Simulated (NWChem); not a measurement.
# C2H3FO (acetyl fluoride) at 3 levels

Aim: a comparison of 3 runs (PBE0/aug-cc-pVDZ, B3LYP/6-31G*, r2SCAN/aug-cc-pVDZ) of C2H3FO (acetyl fluoride). 

The results are computed with NWChem 7.3.0.

### Step 1. The system as given

C2H3FO: 7 atoms, total charge 0, spin state singlet. SMILES: `CC(=O)F`. Geometry: relaxed at PBE0-D4/def2-TZVP.

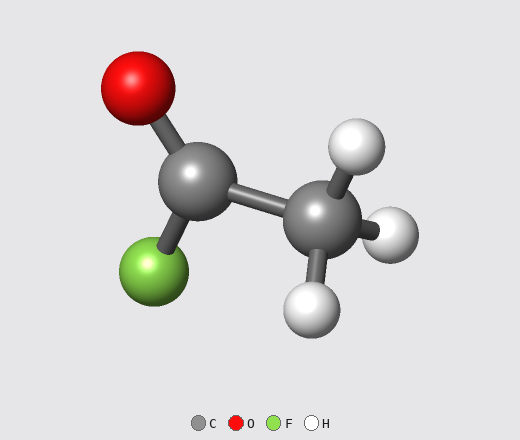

Viewed from a chosen angle; carbon grey, oxygen red, fluorine green, hydrogen white.

### Step 2. Energy and forces at PBE0/aug-cc-pVDZ (run 1)

The input, run.py:

```python
from ase import Atoms
from ase.calculators.nwchem import NWChem

atoms = Atoms(['C', 'C', 'O', 'F', 'H', 'H', 'H'], positions=[
    [0.485310, 0.015050, 0.443640],
    [-0.694890, -0.034350, -0.460580],
    [-1.835410, -0.165690, -0.191770],
    [-0.310690, 0.097630, -1.749400],
    [0.165320, -0.091900, 1.476660],
    [1.180650, -0.783140, 0.176830],
    [1.009710, 0.962410, 0.304610],
])

calc = NWChem(
    label='mol',
    theory='dft',
    memory='2200 mb',
    basis='aug-cc-pVDZ',
    basispar='spherical bse',
    dft={'xc': 'pbe0', 'mult': '1', 'grid': 'fine', 'convergence': 'energy 1e-08', 'iterations': '100', 'mulliken': None, 'print': 'low'},
)
atoms.calc = calc

forces = atoms.get_forces()
print(f"energy = {atoms.get_potential_energy():.6f} eV")
print("forces (eV/A):")
for s, f in zip(atoms.symbols, forces):
    print(f"{s:2s} {f[0]:10.5f} {f[1]:10.5f} {f[2]:10.5f}")
```

Started as:

```
$ export ASE_NWCHEM_COMMAND="nwchem PREFIX.nwi > PREFIX.nwo"
$ python run.py
```

The log of the run:

```text
energy = -6880.795052 eV
forces (eV/A):
C    -0.07184   -0.00221   -0.06371
C     0.54410    0.03512    0.25356
O    -0.73580   -0.08356    0.15560
F     0.11596    0.04546   -0.46712
H    -0.08027   -0.02314    0.20831
H     0.13061   -0.15478   -0.05569
H     0.09724    0.18311   -0.03101
```

The calculator wrote mol.nwi:

```
title "mol"

permanent_dir mol

scratch_dir mol

start mol

geometry units angstrom nocenter noautosym noautoz
  C  4.8531000000000002e-01 1.5049999999999999e-02 4.4363999999999998e-01
  C  -6.9489000000000001e-01 -3.4349999999999999e-02 -4.6057999999999999e-01
  O  -1.8354100000000000e+00 -1.6569000000000000e-01 -1.9177000000000000e-01
  F  -3.1069000000000002e-01 9.7629999999999995e-02 -1.7494000000000001e+00
  H  1.6531999999999999e-01 -9.1899999999999996e-02 1.4766600000000001e+00
  H  1.1806500000000000e+00 -7.8313999999999995e-01 1.7682999999999999e-01
  H  1.0097100000000001e+00 9.6240999999999999e-01 3.0460999999999999e-01
end

memory 2200 mb

basis spherical bse noprint
   * library aug-cc-pVDZ
end

dft
  xc pbe0
  mult 1
  grid fine
  convergence energy 1e-08
  iterations 100
  mulliken
  print low
end

task dft gradient
```

mol.nwo, cut to the lines that bear on the results:

```text
[...]
         Total DFT energy =     -252.864556247369
      One electron energy =     -583.053773670798
           Coulomb energy =      241.689922053818
    Exchange-Corr. energy =      -30.734014187044
 Nuclear repulsion energy =      119.233309556655
[... 23 lines left out ...]
    Atom       Charge   Shell Charges
 -----------   ------   -------------------------------------------------------
[...]
                         DFT ENERGY GRADIENTS
    atom               coordinates                        gradient
                 x          y          z           x          y          z
   1 C       0.917103   0.028440   0.838358    0.001397   0.000043   0.001239
   2 C      -1.313152  -0.064912  -0.870370   -0.010581  -0.000683  -0.004931
   3 O      -3.468422  -0.313109  -0.362393    0.014309   0.001625  -0.003026
   4 F      -0.587119   0.184494  -3.305887   -0.002255  -0.000884   0.009084
   5 H       0.312410  -0.173666   2.790483    0.001561   0.000450  -0.004051
   6 H       2.231105  -1.479920   0.334160   -0.002540   0.003010   0.001083
   7 H       1.908075   1.818691   0.575629   -0.001891  -0.003561   0.000603
 Task  times  cpu:       36.6s     wall:       36.6s
 Total times  cpu:       36.6s     wall:       36.6s
```

It took 38 s on 1 thread of Intel Xeon 6975P-C (Granite Rapids), shared host; peak memory 0.12 GiB.

### Step 3. Energy and forces at B3LYP/6-31G(d) (Cartesian functions) (run 2)

The input, run.nw:

```
start run
memory total 2200 mb
geometry units angstrom noautosym nocenter noautoz
C        0.485310       0.015050       0.443640
C       -0.694890      -0.034350      -0.460580
O       -1.835410      -0.165690      -0.191770
F       -0.310690       0.097630      -1.749400
H        0.165320      -0.091900       1.476660
H        1.180650      -0.783140       0.176830
H        1.009710       0.962410       0.304610
end
basis "ao basis"
* library 6-31G*
end
dft
xc b3lyp
mult 1
grid xfine
convergence energy 1e-08
iterations 100
mulliken
end
task dft gradient
```

Started as:

```
$ nwchem run.nw > run.out
```

The log of the run:

```text
[...]
          Wavefunction type:  closed shell.
          No. of atoms     :     7
          No. of electrons :    32
[...]
          Charge           :     0
          Spin multiplicity:     1
[...]
          AO basis - number of functions:    66
[...]
              XC Information
              --------------
                         B3LYP Method XC Potential
                     Hartree-Fock (Exact) Exchange  0.200
                        Slater Exchange Functional  0.800 local
                    Becke 1988 Exchange Functional  0.720 non-local
              Lee-Yang-Parr Correlation Functional  0.810
                  VWN I RPA Correlation Functional  0.190 local
[...]
 d= 0,ls=0.0,diis     1   -252.9458247856 -3.72D+02  2.58D-02  1.34D+00     1.6
[...]
 d= 0,ls=0.0,diis    11   -253.0917141333 -2.33D-10  2.68D-07  7.45D-10    15.5
         Total DFT energy =     -253.091714133275
      One electron energy =     -583.473782004988
           Coulomb energy =      242.178380437015
    Exchange-Corr. energy =      -31.029622121956
 Nuclear repulsion energy =      119.233309556655
[...]
      Total Density - Mulliken Population Analysis
     ---------------------------------------------
    Atom       Charge   Shell Charges
 -----------   ------   -------------------------------------------------------
    1 C    6     6.54   1.99  0.68  2.17  0.65  1.02  0.03
    2 C    6     5.41   1.99  0.74  1.89  0.29  0.42  0.08
    3 O    8     8.38   1.99  0.91  2.89  0.99  1.59  0.00
    4 F    9     9.26   1.99  0.95  3.31  0.95  1.99  0.06
    5 H    1     0.81   0.52  0.28
    6 H    1     0.80   0.52  0.29
    7 H    1     0.80   0.52  0.29
[...]
  wavefunction    = closed shell
                         DFT ENERGY GRADIENTS
    atom               coordinates                        gradient
                 x          y          z           x          y          z
   1 C       0.917103   0.028440   0.838358   -0.003586  -0.000172  -0.002491
   2 C      -1.313152  -0.064912  -0.870370   -0.012195  -0.001429   0.003109
   3 O      -3.468422  -0.313109  -0.362393    0.023220   0.002793  -0.007060
   4 F      -0.587119   0.184494  -3.305887   -0.004004  -0.001071   0.009296
   5 H       0.312410  -0.173666   2.790483    0.000035   0.000179  -0.002386
   6 H       2.231105  -1.479920   0.334160   -0.001903   0.001542  -0.000110
   7 H       1.908075   1.818691   0.575629   -0.001567  -0.001842  -0.000357
[...]
```

It took 19 s on 1 thread of Intel Xeon 6975P-C (Granite Rapids), shared host; peak memory 0.14 GiB.

### Step 4. Energy and forces at r2SCAN/aug-cc-pVDZ (run 3)

The input, sp.nw:

```
start sp
memory 2200 mb
charge 0

geometry units angstroms noautosym nocenter noautoz
   C     0.485310    0.015050    0.443640
   C    -0.694890   -0.034350   -0.460580
   O    -1.835410   -0.165690   -0.191770
   F    -0.310690    0.097630   -1.749400
   H     0.165320   -0.091900    1.476660
   H     1.180650   -0.783140    0.176830
   H     1.009710    0.962410    0.304610
end

basis spherical bse
   * library aug-cc-pVDZ
end

dft
   xc r2scan
   grid fine
   convergence energy 1e-08
   iterations 100
   mulliken
end

task dft gradient
```

Started as:

```
$ nwchem sp.nw > sp.out
```

The log of the run:

```text
[...]
          Wavefunction type:  closed shell.
          No. of atoms     :     7
          No. of electrons :    32
[...]
          Charge           :     0
          Spin multiplicity:     1
[...]
          AO basis - number of functions:   119
[...]
              XC Information
              --------------
                      r^2SCAN Method XC Functional
               r^2SCAN metaGGA Exchange Functional  1.000
                     r^2SCAN Correlation Potential  1.000
[...]
 d= 0,ls=0.0,diis     1   -252.8722487080 -3.72D+02  2.15D-02  1.22D+00     3.3
[...]
 d= 0,ls=0.0,diis    11   -253.0073666155 -1.28D-09  1.23D-07  4.21D-10    30.2
         Total DFT energy =     -253.007366615503
      One electron energy =     -583.097615609899
           Coulomb energy =      241.738530641621
    Exchange-Corr. energy =      -30.881591203880
 Nuclear repulsion energy =      119.233309556655
[...]
      Total Density - Mulliken Population Analysis
     ---------------------------------------------
    Atom       Charge   Shell Charges
 -----------   ------   -------------------------------------------------------
    1 C    6     5.61   2.02  0.66  0.23  0.13  2.15  0.43 -0.00  0.04 -0.05
    2 C    6     5.34   2.02  0.70  0.43 -0.17  1.93  0.15 -0.01  0.25  0.05
    3 O    8     8.42   2.01  0.85  0.98  0.15  2.82  1.49  0.07  0.02  0.02
    4 F    9     9.46   2.01  0.90  1.05  0.15  3.32  1.91  0.11  0.00  0.02
    5 H    1     1.10   0.76  0.34  0.00  0.03 -0.03
    6 H    1     1.04   0.76  0.28  0.01  0.03 -0.04
    7 H    1     1.04   0.76  0.28  0.01  0.03 -0.04
[...]
  wavefunction    = closed shell
                         DFT ENERGY GRADIENTS
    atom               coordinates                        gradient
                 x          y          z           x          y          z
   1 C       0.917103   0.028440   0.838358    0.000669   0.000027   0.000492
   2 C      -1.313152  -0.064912  -0.870370   -0.015487  -0.000736  -0.010766
   3 O      -3.468422  -0.313109  -0.362393    0.024145   0.002767  -0.005466
   4 F      -0.587119   0.184494  -3.305887   -0.005624  -0.001865   0.017975
   5 H       0.312410  -0.173666   2.790483    0.001592   0.000472  -0.004310
   6 H       2.231105  -1.479920   0.334160   -0.002985   0.003091   0.001287
   7 H       1.908075   1.818691   0.575629   -0.002309  -0.003755   0.000787
[...]
```

It took 42 s on 1 thread of Intel Xeon 6975P-C (Granite Rapids), shared host; peak memory 0.12 GiB.

### Step 5. All runs side by side

```csv
run,level,Cartesian functions,integration grid,energy (Eh),largest force (eV/Å),wall time
1,PBE0/aug-cc-pVDZ,no,fine,-252.864556,0.757,38 s
2,B3LYP/6-31G* (Cartesian functions),yes,xfine,-253.091714,1.256,19 s
3,r2SCAN/aug-cc-pVDZ,no,fine,-253.007367,1.281,42 s
```

### Step 6. Summary of results

```
                       quantity          value
            run 3: total energy  -253.00737 Eh
           run 3: dipole moment         2.97 D
             run 3: HOMO energy       -7.65 eV
             run 3: LUMO energy       -1.36 eV
           run 3: HOMO–LUMO gap        6.29 eV
run 3: largest force on an atom     1.281 eV/Å
```

In words: Totals of different functionals can't be ranked against each other. All runs together took 99 s, the longest 42 s.
